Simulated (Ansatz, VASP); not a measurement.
# CdSe (Cadmoselite): VASP beside Ansatz, part 2 of 2

One calculation is typed for both programs; each brings its own data sets. How far apart do they land? The cell is taken from a series of VASP runs on this material, whose earlier steps may have relaxed, scaled or displaced it; both programs get it as it stands. Valence electrons are named where the data sets of a main pair hold unlike numbers.

VASP 6.6.1 and Ansatz 0.2.0.

So far: Starting point; Ansatz: band structure, HSE06.

### 3. VASP: band structure, HSE06

Level of this step: HSE06; plane waves and PAW (Cd, Se) (VASP).

The same cell, functional, mesh and smearing now go to VASP, with its own data sets.

Lines of VASP's logs that name or quote its potential files are left out, and so is its time.

The run reads the wave functions of an earlier VASP run, which isn't shown here.

Input file INCAR:

```
SYSTEM = CdSe
PREC = Accurate
ENCUT = 400
EDIFF = 1E-06
NELM = 100
ISMEAR = 0
SIGMA = 0.05
LREAL = .FALSE.
ALGO = Normal
LHFCALC = .TRUE.
AEXX = 0.25
GGA = PE
HFSCREEN = 0.2
LASPH = .TRUE.
NBANDS = 24
PRECFOCK = Fast
LORBIT = 11
LWAVE = .FALSE.
LCHARG = .FALSE.
KPAR = 4
```

Input file POSCAR:

```
CdSe
1.0
    4.3156289234      0.0000000000      0.0000000000
   -2.1578144617      3.7374442810      0.0000000000
    0.0000000000      0.0000000000      7.0446329691
Cd Se
2 2
Direct
    0.3333333333      0.6666666667      0.0046907969
    0.6666666667      0.3333333333      0.5046907969
    0.3333333333      0.6666666667      0.3803092031
    0.6666666667      0.3333333333      0.8803092031
```

Input file KPOINTS:

```
Automatic mesh
0
Gamma
4 4 2
0 0 0
```

Input file KPOINTS_OPT:

```
Line mode
6
Line-mode
Reciprocal
  0.00000000   0.00000000   0.00000000 GAMMA
  0.50000000   0.00000000   0.00000000 M

  0.50000000   0.00000000   0.00000000 M
  0.33333333   0.33333333   0.00000000 K

  0.33333333   0.33333333   0.00000000 K
  0.00000000   0.00000000   0.00000000 GAMMA

  0.00000000   0.00000000   0.00000000 GAMMA
  0.00000000   0.00000000   0.50000000 A

  0.00000000   0.00000000   0.50000000 A
  0.50000000   0.00000000   0.50000000 L

  0.50000000   0.00000000   0.50000000 L
  0.33333333   0.33333333   0.50000000 H

  0.33333333   0.33333333   0.50000000 H
  0.00000000   0.00000000   0.50000000 A

  0.50000000   0.00000000   0.50000000 L
  0.50000000   0.00000000   0.00000000 M

  0.33333333   0.33333333   0.00000000 K
  0.33333333   0.33333333   0.50000000 H
```

Potentials, in the order of the species: Cd and Se (PBE family, release 64).

The run is started by

```
$ mpirun -np 4 vasp_std
```

Numbers of over 12 decimals in the logs are rounded to 6 here.

Log:

```text
[banner, memory and clock lines left out]
running    4 mpi-ranks, on    1 nodes
 distrk:  each k-point on    1 cores,    4 groups
 distr:  one band on    1 cores,    1 groups

 POSCAR found type information on POSCAR CdSe
 POSCAR found :  2 types and       4 ions
 LDA part: xc-table for (Slater+PW92), standard interpolation
 found WAVECAR, reading the header
 POSCAR, INCAR and KPOINTS ok, starting setup
 FFT: planning ... GRIDC
 FFT: planning ... GRID_SOFT
 FFT: planning ... GRID
 reading WAVECAR
 the WAVECAR file was read successfully
 initial charge from wavefunction
 entering main loop
       N       E                     dE             d eps       ncg     rms          rms(c)
DAV:   1    -0.136772786869E+02   -0.13677E+02   -0.43908E-01   384   0.568E+00    0.155E+00
DAV:   2    -0.136818694572E+02   -0.45908E-02   -0.42385E-02   432   0.204E+00    0.117E+00
DAV:   3    -0.136811327902E+02    0.73667E-03   -0.17121E-03   448   0.250E-01    0.698E-01
DAV:   4    -0.136810727930E+02    0.59997E-04   -0.53153E-04   440   0.110E-01    0.379E-01
DAV:   5    -0.136810543140E+02    0.18479E-04   -0.36888E-05   448   0.400E-02    0.214E-01
DAV:   6    -0.136810452745E+02    0.90395E-05   -0.68766E-06   416   0.167E-02    0.125E-01
DAV:   7    -0.136810440777E+02    0.11968E-05   -0.40575E-06   432   0.102E-02    0.737E-02
DAV:   8    -0.136810449991E+02   -0.92137E-06   -0.16060E-06   360   0.656E-03
   1 F= -.13681045E+02 E0= -.13681045E+02  d E =-.504426E-13
 Start KPOINTS_OPT (optional k-point list driver)
k-point batch [1-8\54]
       N       E                     dE             ncg
DAV:   1     0.222750354499E+03   -0.43757E+04      384
DAV:   2    -0.181832516732E+04   -0.20411E+04      432
DAV:   3    -0.194873215154E+04   -0.13041E+03      456
DAV:   4    -0.195132318515E+04   -0.25910E+01      464
DAV:   5    -0.195134274052E+04   -0.19555E-01      464
DAV:   6    -0.195134294419E+04   -0.20367E-03      448
DAV:   7    -0.195134294727E+04   -0.30742E-05      408
DAV:   8    -0.195134294734E+04   -0.76920E-07      320
[...]
k-point batch [49-54\54]
       N       E                     dE             ncg
DAV:   1     0.199893639758E+04   -0.57484E+04      288
DAV:   2     0.526834813331E+03   -0.14721E+04      304
DAV:   3     0.440269232119E+03   -0.86566E+02      368
DAV:   4     0.438699701107E+03   -0.15695E+01      336
DAV:   5     0.438688748968E+03   -0.10952E-01      344
DAV:   6     0.438688664173E+03   -0.84796E-04      336
DAV:   7     0.438688663415E+03   -0.75822E-06      256
```

OUTCAR, selected parts (step 3):

```text
ion  position               nearest neighbor table
   1  0.333  0.667  0.005-   4 2.64   4 2.64   4 2.64   3 2.65
   2  0.667  0.333  0.505-   3 2.64   3 2.64   3 2.64   4 2.65
   3  0.333  0.667  0.380-   2 2.64   2 2.64   2 2.64   1 2.65
   4  0.667  0.333  0.880-   1 2.64   1 2.64   1 2.64   2 2.65

  LATTYP: Found a hexagonal cell.
 ALAT       =     4.3156289234
 C/A-ratio  =     1.6323537297

 Subroutine GETGRP returns: Found 12 space group operations
 (whereof  6 operations were pure point group operations)

The static configuration has the point symmetry C_3v.
 The point group associated with its full space group is C_6v.

 Found      8 irreducible k-points:

   k-points           NKPTS =      8   k-points in BZ     NKDIM =     32   number of bands    NBANDS=     24

   dimension x,y,z NGX =    28 NGY =   28 NGZ =   48
   dimension x,y,z NGXF=    56 NGYF=   56 NGZF=   96

   ENCUT  =  400.0 eV  29.40 Ry    5.42 a.u.   7.04  7.04 11.49*2*pi/ulx,y,z

   NELECT =      36.0000    total number of electrons

 k-points in reciprocal lattice and weights: Automatic mesh
   0.00000000  0.00000000  0.00000000       0.031
   0.25000000 -0.00000000  0.00000000       0.188
   0.50000000 -0.00000000  0.00000000       0.094
   0.25000000  0.25000000  0.00000000       0.188
   0.00000000  0.00000000  0.50000000       0.031
   0.25000000 -0.00000000  0.50000000       0.188
   0.50000000 -0.00000000  0.50000000       0.094
   0.25000000  0.25000000  0.50000000       0.188

  exchange ACFDT corr.  =         0.00000000  see jH, gK, PRB 81, 115126

 average (electrostatic) potential at core
       1 -33.5958       2 -33.5958       3 -52.7515       4 -52.7515

 E-fermi :   0.5116

 k-point     1 :       0.0000    0.0000    0.0000
  band No.  band energies     occupation
    ...
     14      -0.5415      2.00000
     15      -0.5415      2.00000
     16       0.2195      2.00000
     17       0.2652      2.00000
     18       0.2653      2.00000
     19       1.8823      0.00000
     20       3.4670      0.00000
     21       7.1839      0.00000
     22       7.1839      0.00000
     23       7.4810      0.00000
    ...

 k-point     2 :       0.2500   -0.0000    0.0000
  band No.  band energies     occupation
    ...
     14      -2.3502      2.00000
     15      -1.9146      2.00000
     16      -1.1689      2.00000
     17      -0.2670      2.00000
     18      -0.1402      2.00000
     19       3.8156      0.00000
     20       4.7597      0.00000
     21       6.4390      0.00000
     22       7.2143      0.00000
     23       7.7941      0.00000
    ...

 k-point     3 :       0.5000   -0.0000    0.0000
  band No.  band energies     occupation
    ...
     14      -3.5437      2.00000
     15      -2.5288      2.00000
     16      -1.6872      2.00000
     17      -1.1233      2.00000
     18      -0.5310      2.00000
     19       4.5027      0.00000
     20       4.5487      0.00000
     21       5.9339      0.00000
     22       7.5628      0.00000
     23       7.7618      0.00000
    ...

  energy-cutoff  :      400.00
  volume of cell :      113.63
      direct lattice vectors                 reciprocal lattice vectors
     4.315628923  0.000000000  0.000000000     0.231715937  0.133781259  0.000000000
    -2.157814462  3.737444281  0.000000000     0.000000000  0.267562517  0.000000000
     0.000000000  0.000000000  7.044632969     0.000000000  0.000000000  0.141952037

 POSITION                                       TOTAL-FORCE (eV/Angst)
 -----------------------------------------------------------------------------------
     -0.00000      2.49163      0.03304        -0.000000      0.000000      0.011181
      2.15781      1.24581      3.55536         0.000000     -0.000000      0.011181
     -0.00000      2.49163      2.67914        -0.000000      0.000000     -0.011181
      2.15781      1.24581      6.20146         0.000000      0.000000     -0.011181
 -----------------------------------------------------------------------------------
    total drift:                                0.000001      0.000001     -0.000269

  FREE ENERGIE OF THE ION-ELECTRON SYSTEM (eV)
  ---------------------------------------------------
  free  energy   TOTEN  =       -13.6810449991 eV

  energy  without entropy=      -13.6810449991  energy(sigma->0) =      -13.68104500

 total charge
# of ion       s       p       d       tot
------------------------------------------
    1        0.411   0.305   9.594  10.310
    2        0.411   0.305   9.594  10.310
    3        1.447   2.462   0.020   3.928
    4        1.447   2.462   0.020   3.928
--------------------------------------------------
tot          3.716   5.534  19.228  28.477

[... 3 further parts left out ...]
```

The k-mesh is coarse for exact exchange; levels may shift by about 0.1 eV on a finer one. Spin-orbit coupling is off here; it would split degenerate levels, and it lifts a valence top of Se p states by about 0.1 eV. The PAW data sets were made with PBE, which is usual practice but a small mismatch for other functionals.

### 4. Differences

Known differences besides the potentials themselves: exact exchange at q = 0 is treated differently, which shows on coarse meshes; VASP keeps PBE cores, Ansatz makes them for the functional; the data sets hold 72 valence electrons in Ansatz (on its default PAW (the set named soft_2) files) and 36 in VASP; the cutoff is 420 eV in Ansatz and 400 eV in VASP; VASP takes a coarser grid for exact exchange (PRECFOCK = Fast). Total energies have different zeros and are not compared.

The two programs side by side:

| quantity | Ansatz | VASP | difference |
| --- | --- | --- | --- |
| gap over the path points (eV) | 1.616 | 1.617 | -0.001 |

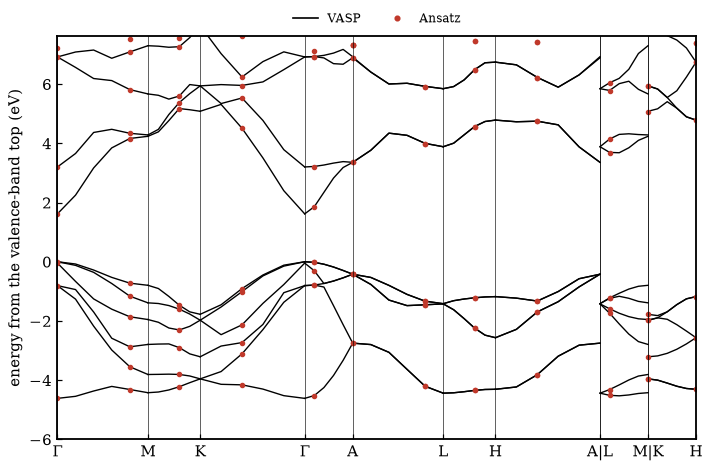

Bands from VASP (lines) and levels from Ansatz (dots). Dots without a line are higher empty bands that the VASP plot leaves out.

Levels at points of the path, from each program's valence-band top (eV; 4 filled, then empty):

| k (reciprocal lattice) | Ansatz | VASP |
| --- | --- | --- |
| 0.000 0.000 0.000 | -0.81 -0.05 0.00 0.00 1.62 3.20 6.92 | -0.81 -0.05 0.00 0.00 1.62 3.20 6.92 |
| 0.400 0.000 0.000 | -2.88 -1.86 -1.16 -0.72 4.16 4.33 5.81 | -2.87 -1.86 -1.16 -0.72 4.16 4.34 5.82 |
| 0.400 0.200 0.000 | -2.90 -2.31 -1.60 -1.47 5.16 5.37 5.59 | -2.90 -2.30 -1.60 -1.47 5.17 5.38 5.60 |
| 0.200 0.200 0.000 | -2.73 -2.13 -1.01 -0.91 4.50 5.52 5.95 | -2.73 -2.13 -1.01 -0.91 4.51 5.53 5.96 |
| 0.000 0.000 0.100 | -0.79 -0.31 -0.02 -0.02 1.86 3.21 6.93 | -0.79 -0.31 -0.02 -0.02 1.86 3.22 6.93 |
| 0.000 0.000 0.500 | -0.42 -0.42 -0.42 -0.42 3.35 3.35 6.87 | -0.42 -0.42 -0.42 -0.42 3.36 3.36 6.89 |
| 0.400 0.000 0.500 | -1.46 -1.46 -1.33 -1.33 3.99 3.99 5.92 | -1.46 -1.46 -1.33 -1.33 4.00 4.00 5.92 |
| 0.400 0.200 0.500 | -2.24 -2.24 -1.22 -1.22 4.56 4.56 6.48 | -2.24 -2.24 -1.22 -1.22 4.57 4.57 6.49 |
| 0.200 0.200 0.500 | -1.70 -1.70 -1.33 -1.33 4.74 4.74 6.22 | -1.70 -1.70 -1.33 -1.33 4.75 4.75 6.23 |
| 0.500 0.000 0.400 | -1.74 -1.59 -1.24 -1.22 3.69 4.14 5.78 | -1.74 -1.59 -1.24 -1.22 3.69 4.14 5.79 |

Among the levels compared at these points, filled levels agree within 2 meV and empty ones within 19 meV.

### 5. Summary of results

* largest difference of a filled level at the path points (band structure, HSE06): 2 meV

What this shows: The largest difference of a filled level at the path points is 2 meV (band structure, HSE06), within the 80 meV picked in this series as the mark of a large difference. The data sets hold unlike numbers of valence electrons (72 in Ansatz and 36 in VASP), so part of the differences comes from the potentials. How closely two codes agree says nothing of how well the functional describes the real material.

[Lines on the potential files, build, host, timing and source positions are cut from VASP's logs without a mark.]

[Logs are printed without paths, hosts, clocks, repeated set-up lines and the standing remarks that a program may print on its own settings, such as how far it seeks lower states.]

[Hosts, paths, dates, database ids (printed as entryN), source tags and the programs' standing remarks are cut or masked in the printed files.]
